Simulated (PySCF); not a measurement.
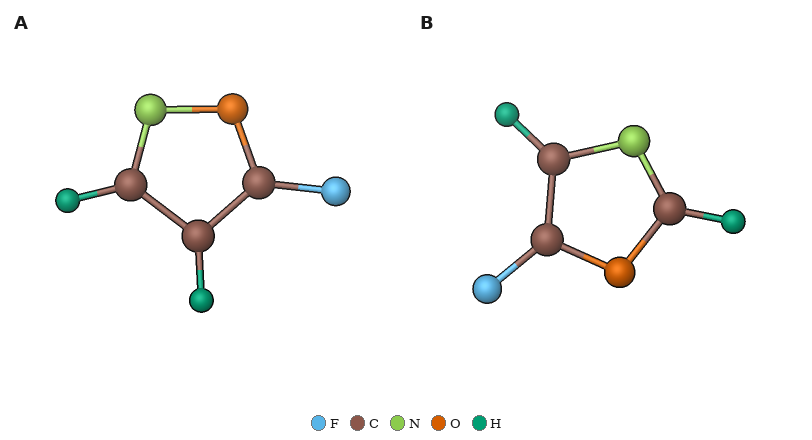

2 stationary structures of one formula. Geometries: PBE0-D3(BJ)/def2-SVP. Electronic energies: PBE0-D3(BJ)/def2-SVP (PySCF 2.14.0), without zero-point energy. No frequency run is at hand to confirm each as a minimum.

**Are they conformers, stereoisomers or constitutional isomers?**

They are constitutional isomers of C3H2FNO: A `Fc1ccno1`, B `Fc1cnco1`.

**Which is lowest in energy, and by how much?**

B is lowest (Cs); A lies 22.9 kcal/mol above it (Cs).
